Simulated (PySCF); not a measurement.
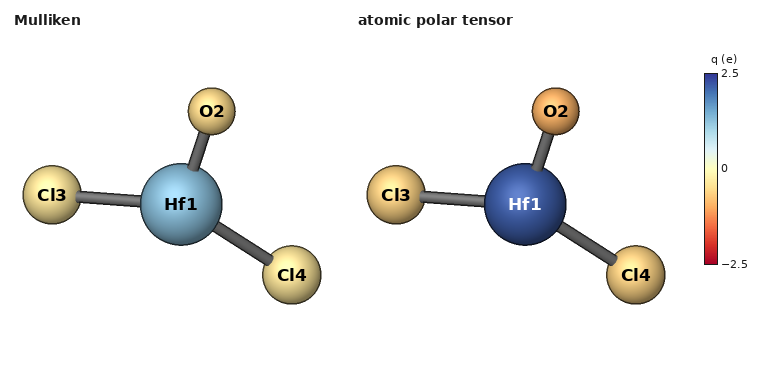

Atomic charges of one calculation by 2 schemes, on one colour scale. Charge 0, singlet. The geometry was computed by an optimisation with PBE0/def2-TZVP with core potentials. Level of theory: PBE0/def2-TZVP, core potentials on Hf (PySCF 2.14.0).

> Which scheme gives the most polar picture (largest mean size of the charges)?

The atomic polar tensor charges are the largest in size here.

List the charges (e), one line for each set of equivalent atoms.

```csv
atom,Mulliken,atomic polar tensor
Hf1,1.30,2.18
O2,−0.53,−0.93
"Cl3, Cl4",−0.38,−0.62
```

The search tried a few shapes and spins; others may lie lower.
